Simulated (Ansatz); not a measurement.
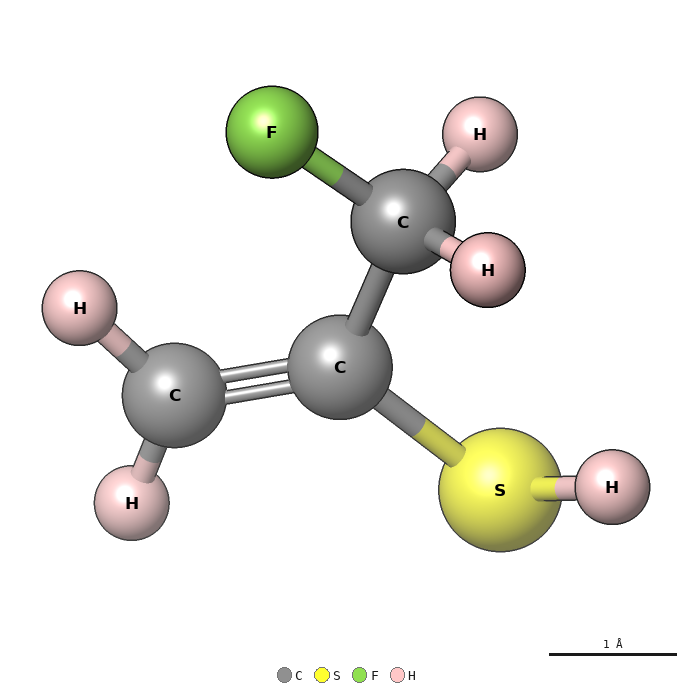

Atoms fade into the background with distance from the viewer. Computed geometry: PBE-D4/def2-SVP optimisation. No frequency run is at hand to confirm it as a minimum. Masses are those of the most abundant isotopes; constants are for the rigid equilibrium geometry.

Question: What kind of rotor is it, and what are its rotational constants in GHz?

Answer: An asymmetric top (C1): A = 8.27, B = 2.34, C = 1.86 GHz. Ray's parameter κ is −0.85, nearer the prolate limit.
